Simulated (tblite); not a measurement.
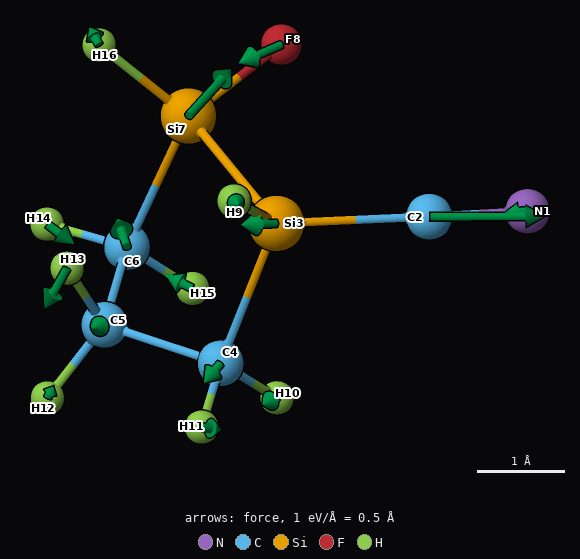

Starting geometry of C4H8FNSi2 with the computed forces as green arrows. The picture is a ball-and-stick view, seen at a tilt.

Method: tblite, GFN2-xTB geometry optimisation, gas phase. 

What follows when this structure is relaxed?

It isn't relaxed: the largest force vector, on C2, is 2.73 eV/Å. The final displacements follow the starting forces only in part (cosine between the two patterns 0.30). Over 62 geometry steps the energy falls by 0.728 eV. H13 moves most after the best rigid fit: 0.58 Å. Largest moves by element: H 0.58 Å, N 0.30 Å, F 0.20 Å, C 0.19 Å, Si 0.11 Å. Among the contacts that change: C2–Si3 1.785 → 1.869 Å, Si3–Si7 2.239 → 2.310 Å, Si7–F8 1.673 → 1.618 Å, Si3–C4 1.884 → 1.919 Å. Bond angles that change, for instance: F8–Si7–H16 114.2° → 102.2°, Si3–Si7–H16 111.8° → 122.4°, C2–Si3–H9 115.0° → 104.4°. Groups turn about C5–C6 by about 20°, C4–C5 by about 20°. The run took 0.5 s on 1 thread of Arm Neoverse V1 (shared host).
